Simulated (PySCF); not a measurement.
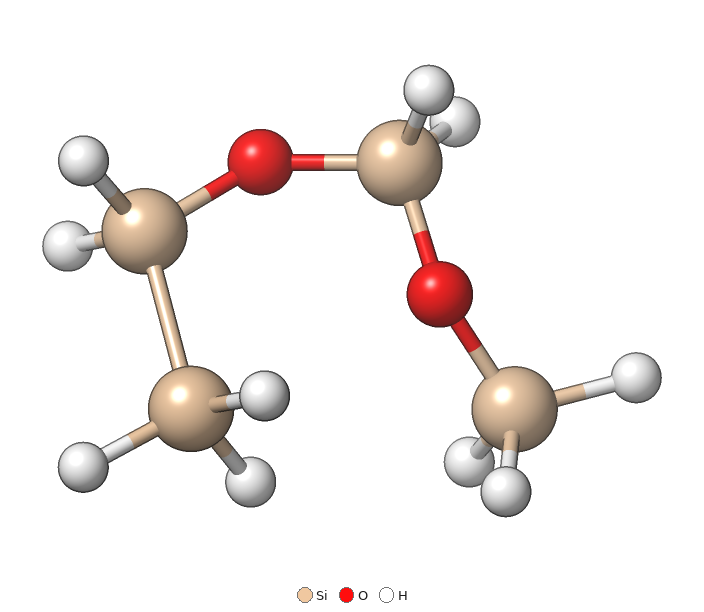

The geometry was computed by an optimisation with PBE0-D3(BJ)/def2-SVP. No frequency run is at hand to confirm it as a minimum. Level of theory: B3LYP/pcSseg-1, gas phase (PySCF 2.14.0).

What does the calculation give?

The species is H10O2Si4 (`[SiH3]O[SiH2]O[SiH2][SiH3]`).
- dipole moment: 0.66 D
- HOMO energy (Kohn–Sham orbital): −7.85 eV
- LUMO energy (Kohn–Sham orbital): −0.32 eV
- HOMO–LUMO gap: 7.53 eV
